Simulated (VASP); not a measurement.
Band structure of CuCl (zinc blende). All values below come from vdW-DF-cx, VASP's PBE PAW potentials (set 64) (plane waves; VASP 6.6.1).

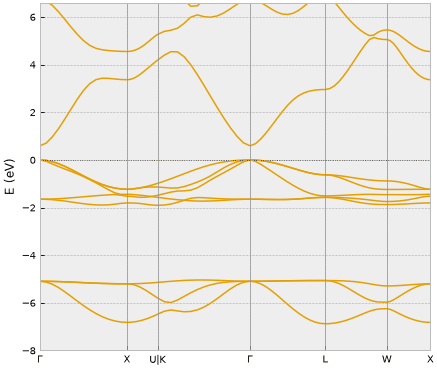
Fig. 1. Bands along high-symmetry lines, zero at the valence-band maximum or, without a gap, the Fermi level

Question: Read the plot: is there a gap, and where are the band edges?

Answer: The gap is direct, 0.59 eV, from the valence maximum at Γ to the conduction minimum at Γ. (Edges off the drawn lines would not show.)

Measured: gap 3.39 eV at 2 K (computed value off by -2.80 eV), as given by arXiv:1206.3780.

The compound is CuCl in the zinc blende structure. It was relaxed first.
